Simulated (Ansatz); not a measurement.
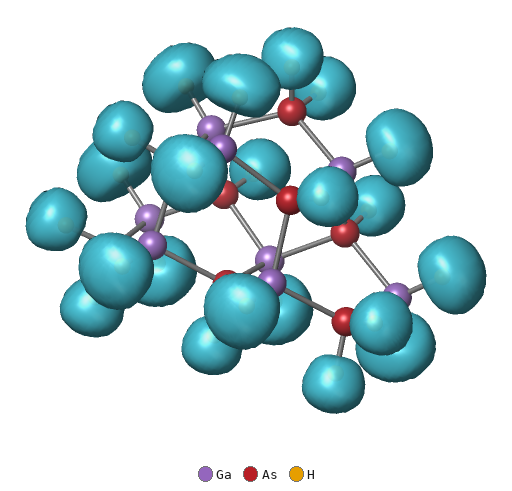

*As8Ga8H22 (Ga8As8 wurtzite off sphere). Isosurface of the electron localisation function at 0.9 (cyan), seen at a tilt. Only the valence region is drawn (cores and ρ < 0.01 e/Å³ removed).*

Geometry: PBE-D4/def2-SVP.

These are results of Ansatz 0.2.0, RKS PBE0-D4/def2-SVP, not measurements.

Input file:

```
crystal:
  periodic: [false, false, false]
  atoms:
    - {symbol: Ga, position_ang: [0.514353, -4.489842, -1.472237]}
    - {symbol: As, position_ang: [0.520447, -4.208319, 1.060348]}
    - {symbol: As, position_ang: [0.533440, -2.031532, -1.956495]}
    - {symbol: Ga, position_ang: [-1.552661, -0.894483, -1.268628]}
    - {symbol: Ga, position_ang: [0.541854, -2.002000, 2.233383]}
    - {symbol: As, position_ang: [-1.370407, -0.791701, 1.222960]}
    - {symbol: As, position_ang: [-1.493045, 1.481577, -1.953248]}
    - {symbol: Ga, position_ang: [-3.630257, 2.695187, -1.465795]}
    - {symbol: Ga, position_ang: [-1.460178, 1.468176, 2.236575]}
    - {symbol: As, position_ang: [-3.381880, 2.555450, 1.066414]}
    - {symbol: Ga, position_ang: [2.637150, -0.998181, -1.193974]}
    - {symbol: As, position_ang: [2.449373, -0.772721, 1.265089]}
    - {symbol: As, position_ang: [2.387288, 1.379054, -1.945808]}
    - {symbol: Ga, position_ang: [0.455152, 2.784369, -1.190265]}
    - {symbol: Ga, position_ang: [2.732440, 1.574286, 2.137661]}
    - {symbol: As, position_ang: [0.558228, 2.505409, 1.268304]}
    - {symbol: H, position_ang: [-0.894577, -5.097230, -1.834698]}
    - {symbol: H, position_ang: [1.916419, -5.114195, -1.835360]}
    - {symbol: H, position_ang: [-0.626556, -5.002345, 1.678759]}
    - {symbol: H, position_ang: [1.655788, -5.021667, 1.674829]}
    - {symbol: H, position_ang: [0.565228, -1.895095, -3.478326]}
    - {symbol: H, position_ang: [-2.860722, -1.648577, -1.727040]}
    - {symbol: H, position_ang: [0.507303, -2.119215, 3.804082]}
    - {symbol: H, position_ang: [-2.611454, -1.508197, 1.750669]}
    - {symbol: H, position_ang: [-1.360073, 1.442888, -3.475227]}
    - {symbol: H, position_ang: [-4.861748, 1.780368, -1.828985]}
    - {symbol: H, position_ang: [-3.468847, 4.222044, -1.826531]}
    - {symbol: H, position_ang: [-1.577882, 1.494814, 3.807394]}
    - {symbol: H, position_ang: [-4.642783, 1.958364, 1.684583]}
    - {symbol: H, position_ang: [-3.517931, 3.944363, 1.683290]}
    - {symbol: H, position_ang: [3.967467, -1.650593, -1.730800]}
    - {symbol: H, position_ang: [3.668753, -1.541530, 1.769657]}
    - {symbol: H, position_ang: [2.390321, 1.382338, -3.471770]}
    - {symbol: H, position_ang: [3.695616, 2.133525, -1.738006]}
    - {symbol: H, position_ang: [0.555892, 4.263355, -1.725069]}
    - {symbol: H, position_ang: [2.666252, 1.534499, 3.712579]}
    - {symbol: H, position_ang: [3.888655, 2.242191, 1.286711]}
    - {symbol: H, position_ang: [0.503580, 3.945147, 1.774977]}
basis:
  gaussian: {orbitals: def2-SVP, fitting: {mean_field: def2-universal-jkfit}, initial_orbitals: start.molden}
hamiltonian: {xc: pbe0, dispersion: d4}
scf: {omitted_lower_state_checks: [starts]}
output: {forces: true, orbitals: {seedname: orbitals}}
```

Run with:

```sh
ansatz run in.yaml --threads 4 --pin off --events-out ev --progress --plain --max-ram 46080MiB --backend cuda --devices 0, --max-vram 37GiB
```

Q: Describe the localisation domains.

A: The ELF exceeds this value in 22 regions around hydrogen nuclei. Along the contacts the grid gives the following. Ga–As (2.46 Å): the ELF peaks at about 0.85 between the atoms; a covalent bond. As–H (1.52 Å): the ELF climbs to about 1 towards the hydrogen, as it does in any bond to H.
